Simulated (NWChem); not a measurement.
## Single-point calculation, with input and output: SiH3Cl (part 2 of 2)

The same run, continued: SiH3Cl, multiplicity 3; CR-CCSD(T)/aug-cc-pVDZ, UHF (NWChem 7.3.0). The geometry is that of the parent species in another charge or spin state. The geometry comes from this level: PBE0-D4/def2-TZVP.

Geometry of the input (Å):
```
Si -0.1120  0.0186  -0.0309
Cl 1.8383  -0.5135  0.3299
H  -0.9509  -0.4883  1.0791
H  -0.5347  -0.5857  -1.3149
H  -0.1908  1.4954  -0.1047
```

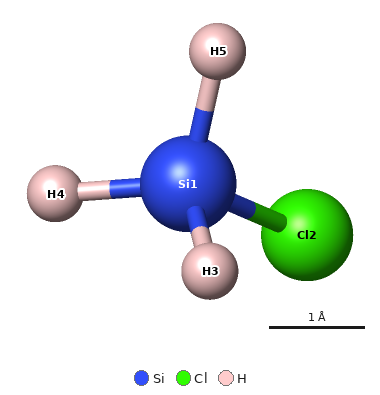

Fig. 1: The structure (ball-and-stick view, seen at a tilt; atoms are numbered from 1 in the order of the input).

## Log, continued
```
                 2     -749.9209829515  2.12D-01  3.64D-02     11.7
                 3     -749.9316359314  1.05D-01  2.13D-02     13.5
                 4     -749.9352625036  4.78D-02  2.68D-02     15.4
                 5     -749.9415119277  1.16D-01  1.81D-02     19.1
                 6     -749.9444917124  8.26D-02  1.99D-02     20.9
                 7     -749.9483847268  5.62D-02  9.51D-03     24.6
                 8     -749.9493790053  2.91D-02  7.81D-03     28.2
                 9     -749.9497399964  1.71D-02  4.57D-03     31.8
                10     -749.9499047062  1.06D-02  3.56D-03     35.4
                11     -749.9499606136  6.71D-03  1.77D-03     39.2
                12     -749.9499849250  4.89D-03  9.16D-04     43.0
                13     -749.9499920919  2.31D-03  3.60D-04     46.8
                14     -749.9499933500  8.73D-04  1.61D-04     50.4
                15     -749.9499935259  3.06D-04  4.59D-05     54.0
                16     -749.9499935464  1.25D-04  2.30D-05     57.8
                17     -749.9499935511  7.01D-05  1.11D-05     61.5
                18     -749.9499935526  3.61D-05  7.06D-06     65.2
                19     -749.9499935531  2.17D-05  3.71D-06     68.8
                20     -749.9499935533  1.21D-05  2.02D-06     72.8
                21     -749.9499935533  6.21D-06  8.91D-07     76.3
                22     -749.9499935533  4.15D-06  9.05D-07     80.0
                23     -749.9499935533  2.14D-06  3.43D-07     83.7
                24     -749.9499935533  1.30D-06  1.95D-07     87.2
                25     -749.9499935533  5.20D-07  9.50D-08     90.8
                26     -749.9499935533  2.76D-07  5.38D-08     94.3
                27     -749.9499935533  1.45D-07  3.43D-08     97.8
                28     -749.9499935533  7.05D-08  1.98D-08    101.3
                29     -749.9499935533  4.36D-08  1.09D-08    104.8
                30     -749.9499935533  3.37D-08  4.40D-09    110.1
                31     -749.9499935533  1.87D-08  3.68D-09    113.6
                32     -749.9499935533  1.26D-08  3.69D-09    117.1
                33     -749.9499935533  1.63D-08  3.70D-09    122.4
                34     -749.9499935533  3.51D-08  7.08D-09    131.9
                35     -749.9499935533  5.61D-08  8.97D-09    141.0
                36     -749.9499935533  1.08D-07  1.57D-08    150.0
                37     -749.9499935533  1.69D-07  3.20D-08    157.6
                38     -749.9499935533  1.78D-07  2.65D-08    165.1
                39     -749.9499935533  3.28D-07  5.77D-08    172.4
                40     -749.9499935533  1.56D-07  2.20D-08    176.0
                41     -749.9499935533  8.82D-08  1.40D-08    179.5
                42     -749.9499935533  5.18D-08  7.96D-09    183.0
                43     -749.9499935533  2.68D-08  6.12D-09    186.4
                44     -749.9499935533  1.50D-08  2.64D-09    189.8
                45     -749.9499935534  1.06D-08  1.93D-09    193.2
                46     -749.9499935533  7.53D-09  1.56D-09    196.7

       Final UHF  results
       ------------------

         Total SCF energy =   -749.949993553342
      One electron energy =  -1207.440906390435
      Two electron energy =    371.153688366844
 Nuclear repulsion energy =     86.337224470250

                       Sz =      1.0000
                 Sz(Sz+1) =      2.0000
                      S^2 =      2.0125

        Time for solution =    195.4s

          Final alpha eigenvalues
          -----------------------

              1
    1 -104.9901
    2  -68.8105
    3  -10.7192
    4   -8.2015
    5   -8.1801
    6   -8.1764
    7   -6.1622
    8   -4.2728
    9   -4.2654
   10   -4.2652
   11   -1.2786
   12   -0.7815
   13   -0.6894
   14   -0.6243
   15   -0.6212
   16   -0.5025
   17   -0.4859
   18   -0.1381
   19    0.0345
   20    0.0518
   21    0.0543
   22    0.0747
   23    0.0877
   24    0.0894
   25    0.0974
   26    0.1212
   27    0.1289
   28    0.1482

          Final beta eigenvalues
          ----------------------

              1
    1 -104.9763
    2  -68.8076
    3  -10.7036
    4   -8.1701
    5   -8.1683
    6   -8.1511
    7   -6.1577
    8   -4.2634
    9   -4.2628
   10   -4.2625
   11   -1.1507
   12   -0.7434
   13   -0.5914
   14   -0.5859
   15   -0.4958
   16   -0.4782
   17   -0.1385
   18    0.0365
   19    0.0521
   20    0.0581
   21    0.0583
   22    0.0918
   23    0.0924
   24    0.1121
   25    0.1397
   26    0.1415
   27    0.1538
   28    0.1629

 center of mass
 --------------
 x =   1.70327344 y =  -0.48730205 z =   0.29586769

 moments of inertia (a.u.)
 ------------------
          45.802052986454          61.560571873015         -41.741956533313
          61.560571873015         254.645027951691          11.388795859001
         -41.741956533313          11.388795859001         263.718594129886

  Mulliken analysis of the total density
  --------------------------------------

    Atom       Charge   Shell Charges
 -----------   ------   -------------------------------------------------------
    1 Si  14    14.23   2.00  2.02  0.73  0.33 -0.04  6.00  1.48  1.05  0.35  0.27  0.04
    2 Cl  17    16.79   2.00  2.02  1.01  0.95 -0.05  6.00  2.91  1.87  0.04  0.03  0.02
    3 H    1     0.99   0.69  0.25  0.00  0.02  0.03
    4 H    1     1.00   0.71  0.24  0.01  0.01  0.03
    5 H    1     1.00   0.71  0.24  0.01  0.01  0.03

  Mulliken analysis of the alpha density
  --------------------------------------

    Atom       Charge   Shell Charges
 -----------   ------   -------------------------------------------------------
    1 Si  14     7.65   1.00  1.01  0.37  0.24 -0.01  3.00  0.82  0.69  0.34  0.15  0.03
    2 Cl  17     8.86   1.00  1.01  0.53  0.45 -0.08  3.00  1.78  1.10  0.04  0.02  0.01
    3 H    1     0.52   0.36  0.13  0.00  0.01  0.02
    4 H    1     0.48   0.35  0.11  0.00  0.01  0.02
    5 H    1     0.48   0.35  0.11  0.00  0.01  0.02

   Mulliken analysis of the beta density
   -------------------------------------

    Atom       Charge   Shell Charges
 -----------   ------   -------------------------------------------------------
    1 Si  14     6.58   1.00  1.01  0.36  0.09 -0.03  3.00  0.66  0.36  0.01  0.12  0.01
    2 Cl  17     7.93   1.00  1.01  0.48  0.50  0.02  3.00  1.12  0.77  0.01  0.01  0.01
    3 H    1     0.47   0.33  0.12  0.00  0.01  0.01
    4 H    1     0.51   0.36  0.13  0.00  0.01  0.01
    5 H    1     0.51   0.36  0.13  0.00  0.01  0.01

   Mulliken analysis of the spin density
   -------------------------------------

    Atom       Charge   Shell Charges
 -----------   ------   -------------------------------------------------------
    1 Si  14     1.07  -0.00 -0.00  0.02  0.16  0.02 -0.00  0.17  0.33  0.34  0.03  0.02
    2 Cl  17     0.93  -0.00 -0.00  0.05 -0.05 -0.10 -0.00  0.66  0.34  0.03  0.01  0.00
    3 H    1     0.06   0.03  0.01  0.00  0.00  0.01
    4 H    1    -0.03  -0.01 -0.03 -0.00  0.00  0.01
    5 H    1    -0.03  -0.01 -0.03 -0.00  0.00  0.01

       Multipole analysis of the density wrt the origin
       ------------------------------------------------

     L   x y z        total         alpha         beta         nuclear
     -   - - -        -----         -----         ----         -------
     0   0 0 0     -0.000000    -18.000000    -16.000000     34.000000

     1   1 0 0      0.871990    -27.886915    -24.166084     52.924989
     1   0 1 0     -0.259837      8.039009      6.909101    -15.207948
     1   0 0 1      0.199153     -4.853935     -4.084116      9.137203

     2   2 0 0    -26.339844   -131.746825   -104.753842    210.160822
     2   1 1 0      0.877360     31.060671     25.469686    -55.652997
     2   1 0 1     -0.935351    -20.016533    -16.826323     35.907504
     2   0 2 0    -24.046294    -28.638055    -21.495379     26.087140
     2   0 1 1     -0.402589      5.689112      3.911794    -10.003495
     2   0 0 2    -23.200066    -23.737684    -16.488955     17.026572

                   NWChem Extensible Many-Electron Theory Module
                   ---------------------------------------------

              ======================================================
                   This portion of the program was automatically
                  generated by a Tensor Contraction Engine (TCE).
                  The development of this portion of the program
                 and TCE was supported by US Department of Energy,
                Office of Science, Office of Basic Energy Science.
                      TCE is a product of Battelle and PNNL.
              ======================================================

                                      ClH3Si

            General Information
            -------------------
      Number of processors :     1
         Wavefunction type : Unrestricted Hartree-Fock
          No. of electrons :    34
           Alpha electrons :    18
            Beta electrons :    16
           No. of orbitals :   162
            Alpha orbitals :    81
             Beta orbitals :    81
        Alpha frozen cores :    10
         Beta frozen cores :    10
     Alpha frozen virtuals :     0
      Beta frozen virtuals :     0
         Spin multiplicity : triplet
    Number of AO functions :    81
       Number of AO shells :    37
        Use of symmetry is : off
      Symmetry adaption is : off
         Schwarz screening : 0.10D-09

          Correlation Information
          -----------------------
          Calculation type : Coupled-cluster singles & doubles w/ perturbation
   Perturbative correction : Completely renormalized (T)
            Max iterations :       60
        Residual threshold : 0.10D-06
     T(0) DIIS level shift : 0.00D+00
     L(0) DIIS level shift : 0.00D+00
     T(1) DIIS level shift : 0.00D+00
     L(1) DIIS level shift : 0.00D+00
     T(R) DIIS level shift : 0.00D+00
     T(I) DIIS level shift : 0.00D+00
   CC-T/L Amplitude update :  5-th order DIIS
                I/O scheme : Global Array Library
        L-threshold :  0.10D-06
        EOM-threshold :  0.10D-06
 no EOMCCSD initial starts read in
 TCE RESTART OPTIONS
 READ_INT:   F
 WRITE_INT:  F
 READ_TA:    F
 WRITE_TA:   F
 READ_XA:    F
 WRITE_XA:   F
 READ_IN3:   F
 WRITE_IN3:  F
 SLICE:      F
 D4D5:       F
 quantumc:   F
 qrotation:  F
 pwtce:      F
 qducc:      F
 nacto:                         0
 nrotv:                         0
 nrot:                          0

            Memory Information
            ------------------
          Available GA space size is     230673598 doubles
          Available MA space size is      57667476 doubles

 Maximum block size        24 doubles

 tile_dim =     22

 Block   Spin    Irrep     Size     Offset   Alpha
 -------------------------------------------------
   1    alpha     a      8 doubles       0       1
   2    beta      a      6 doubles       8       2
   3    alpha     a     21 doubles      14       3
   4    alpha     a     21 doubles      35       4
   5    alpha     a     21 doubles      56       5
   6    beta      a     21 doubles      77       6
   7    beta      a     22 doubles      98       7
   8    beta      a     22 doubles     120       8

 Global array virtual files algorithm will be used

 Parallel file system coherency ......... OK

 Fock matrix recomputed
 1-e file size   =            10082
 1-e file name   = ./m1.f1

 tce_ao2e: fast2e=1
 half-transformed integrals in memory

 2-e (intermediate) file size =        75438378
 2-e (intermediate) file name = ./m1.v2i

 tce_mo2e: fast2e=1
 2-e integrals stored in memory

 2-e file size   =         46258526
 2-e file name   = ./m1.v2
 T1-number-of-tasks                    6

 t1 file size   =              894
 t1 file name   = ./m1.t1
 t1 file handle =       -998
 T2-number-of-boxes                   21

 t2 file size   =           467316
 t2 file name   = ./m1.t2
 t2 file handle =       -995
CCSD iterations
 ---------------------------------------------------------
 Iter          Residuum       Correlation     Cpu    Wall
 ---------------------------------------------------------
NEW TASK SCHEDULING
CCSD_T1_NTS --- OK
CCSD_T2_NTS --- OK
    1   0.1354286964856  -0.2490422435476     0.5     0.5
    2   0.0410978153234  -0.2808512239733     0.5     0.5
    3   0.0209656726708  -0.2877123373369     0.5     0.5
    4   0.0144179659672  -0.2901660460164     0.5     0.5
    5   0.0121202485426  -0.2912693894499     0.5     0.5
 MICROCYCLE DIIS UPDATE:                    5                    5
    6   0.0064763300369  -0.2944934799311     0.5     0.5
    7   0.0040592076692  -0.2941595992691     0.5     0.5
    8   0.0030838276647  -0.2942119063961     0.5     0.5
    9   0.0026320142358  -0.2942634664897     0.5     0.5
   10   0.0022481642527  -0.2943263737917     0.5     0.5
 MICROCYCLE DIIS UPDATE:                   10                    5
   11   0.0005255858822  -0.2947672969656     0.5     0.5
   12   0.0003836080476  -0.2948131986509     0.5     0.5
   13   0.0002213465495  -0.2948343693557     0.5     0.5
   14   0.0001966052064  -0.2948437362950     0.5     0.5
   15   0.0001530156319  -0.2948522179024     0.5     0.5
 MICROCYCLE DIIS UPDATE:                   15                    5
   16   0.0000603998073  -0.2948808226359     0.5     0.5
   17   0.0000586111236  -0.2948817903884     0.5     0.5
   18   0.0000386705525  -0.2948840489183     0.5     0.5
   19   0.0000362871784  -0.2948849772398     0.5     0.5
   20   0.0000298061942  -0.2948860924795     0.5     0.5
 MICROCYCLE DIIS UPDATE:                   20                    5
   21   0.0000078704616  -0.2948919018574     0.5     0.5
   22   0.0000057553516  -0.2948924935025     0.5     0.5
   23   0.0000036224175  -0.2948927949198     0.5     0.5
   24   0.0000031579072  -0.2948929404579     0.5     0.5
   25   0.0000025111843  -0.2948930662410     0.5     0.5
 MICROCYCLE DIIS UPDATE:                   25                    5
   26   0.0000009900413  -0.2948934949697     0.5     0.5
   27   0.0000009615545  -0.2948935172358     0.5     0.5
   28   0.0000006609634  -0.2948935541432     0.5     0.5
   29   0.0000006100856  -0.2948935695657     0.5     0.5
   30   0.0000005058061  -0.2948935871517     0.5     0.5
 MICROCYCLE DIIS UPDATE:                   30                    5
   31   0.0000001467784  -0.2948936794174     0.5     0.5
   32   0.0000000939678  -0.2948936890532     0.5     0.5
 -----------------------------------------------------------------
 Iterations converged
 CCSD correlation energy / hartree =        -0.294893689053192
 CCSD total energy / hartree       =      -750.244887242394839

 Singles contributions
    17a   (beta ) ---    15a   (beta )        0.2866844543

 Doubles contributions
 CR-CCSD(T)

 CR-CCSD[T]  correction energy / hartree =        -0.008820814589211
 CR-CCSD[T] correlation energy / hartree =        -0.303714503642403
 CR-CCSD[T] total energy / hartree       =      -750.253708056984010
 CR-CCSD(T)  correction energy / hartree =        -0.007727391898928
 CR-CCSD(T) correlation energy / hartree =        -0.302621080952120
 CR-CCSD(T) total energy / hartree       =      -750.252614634293764

 Task  times  cpu:      299.2s     wall:      299.2s
 Total times  cpu:      299.2s     wall:      299.2s
```

## Results in brief

```json
{"quantity": "outcome", "value": "converged"}
{"quantity": "total energy", "value": "−750.252615 hartree"}
{"quantity": "SCF energy", "value": "−749.949994 hartree"}
{"quantity": "CCSD energy", "value": "−750.244887 hartree"}
{"quantity": "correlation energy", "value": "−0.302621 hartree"}
{"quantity": "basis functions", "value": "81"}
{"quantity": "⟨S²⟩", "value": "2.013"}
{"quantity": "wall time", "value": "5 min"}
{"quantity": "peak memory", "value": "1.1 GiB"}
```
